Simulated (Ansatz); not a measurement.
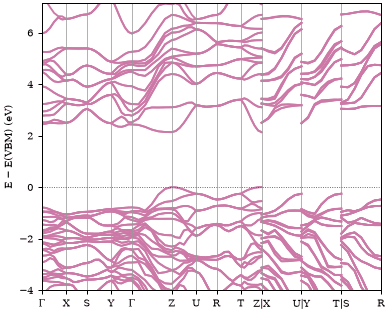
Band structure from the program Ansatz at the PBEsol with spin–orbit coupling level (PAW)

Task: Read off the gap and where the band edges lie.

Result: About 2.1 eV (2.13 eV by a search for the band edges); maximum at Z, minimum at Z.

The material is Ta$_{2}$O$_{5}$ in space group Pbam (No. 55; Ta on 4g, O on 4h, O on 2a, O on 4g).

The first step of the workflow began from a Materials Project structure, measured or hypothetical; the Crystallography Open Database copy checked does not list it. COD files the formula under space group No. 49. Whether it is the stable phase at ambient conditions was not checked. The PBEsol relaxation kept the symmetry of its start; whether a distortion lowers the energy is not shown. No spin polarisation was allowed.

Potentials: the later of the program's two PAW sets.
